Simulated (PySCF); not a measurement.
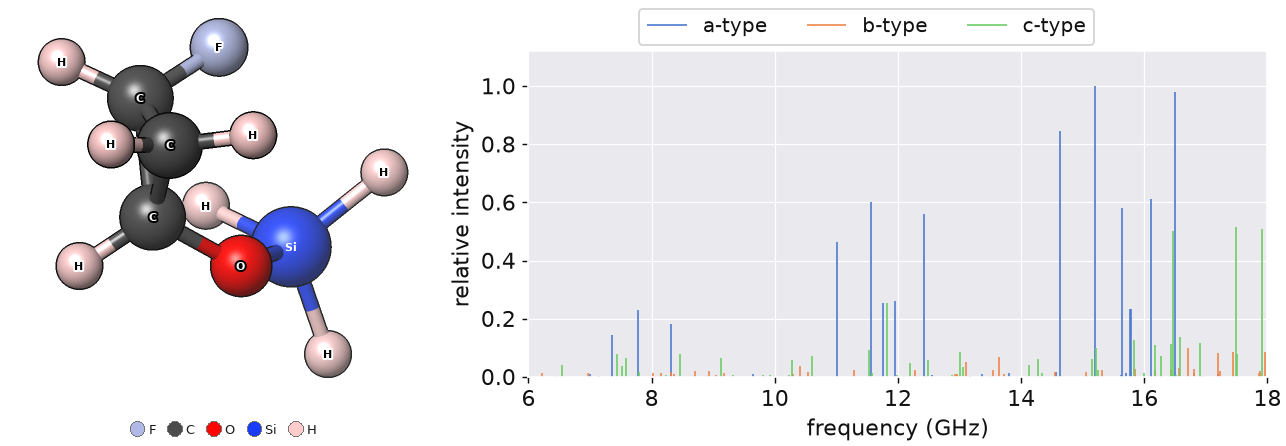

C₃H₇FOSi, SMILES F[C@@H]1C[C@@H]1O[SiH3]. Simulated rotational absorption lines between 6 and 18 GHz at 2 K: rigid rotor with the equilibrium constants and dipole of one optimised conformer (PBE0-D3(BJ)/def2-SVP, PySCF 2.14.0), commonest isotopes; no centrifugal distortion, hyperfine structure, internal rotation or nuclear-spin weights; lines within 1 MHz of each other are summed. Lines of different type are drawn apart.

> What are the rotational constants, and what kind of rotor is it?

Rotational constants A, B, C = 5.238, 2.195, 1.723 GHz; Ray's κ = −0.73, an asymmetric top on the prolate side.

> Assign the strongest lines, as J(Ka,Kc).

| GHz | upper | lower | type | relative intensity |
| --- | --- | --- | --- | --- |
| 15.19 | 4(0,4) | 3(0,3) | a | 1.00 |
| 16.50 | 4(1,3) | 3(1,2) | a | 0.98 |
| 14.63 | 4(1,4) | 3(1,3) | a | 0.84 |
| 16.11 | 4(2,2) | 3(2,1) | a | 0.61 |
| 11.55 | 3(0,3) | 2(0,2) | a | 0.60 |
| 15.63 | 4(2,3) | 3(2,2) | a | 0.58 |

Caveats: coarse grid, loose stop and no frequency check, small forces are noise and the end may be a saddle.
